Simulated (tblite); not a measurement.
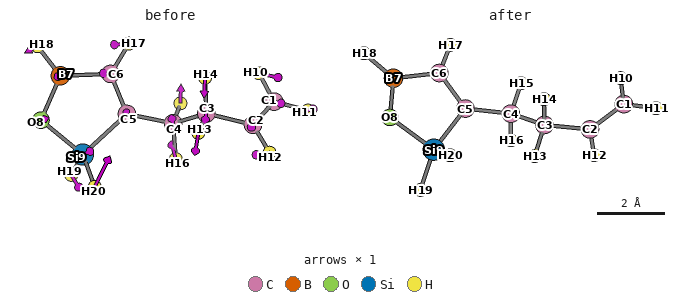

The structure of C6H11BOSi before (left) and after (right) a relaxation, at one scale. The purple arrows give the displacements, at their true length.

A ball-and-stick model, seen face on.

Level of theory: GFN2-xTB geometry optimisation, gas phase (tblite 0.8.0). 

Q: What changed between the two?

A: The energy falls by 0.820 eV in 189 geometry steps. H10 moves most after the best rigid fit: 2.10 Å. Largest moves by element: H 2.10 Å, C 0.84 Å, Si 0.71 Å, B 0.38 Å, O 0.33 Å. Among the contacts that change: B7–O8 1.476 → 1.355 Å, O8–Si9 1.728 → 1.650 Å, C5–Si9 1.827 → 1.899 Å, C3–H14 1.117 → 1.091 Å. Bond angles that change, for instance: B7–O8–Si9 102.7° → 115.3°, C6–B7–H18 118.3° → 128.4°, C5–Si9–O8 99.8° → 92.9°. Groups turn about C4–C5 by about 60°, C2–C3 by about 50°, B7–O8 by about 20°. Cost: 1.6 s on 1 thread of Arm Neoverse V1, with other jobs on the host.
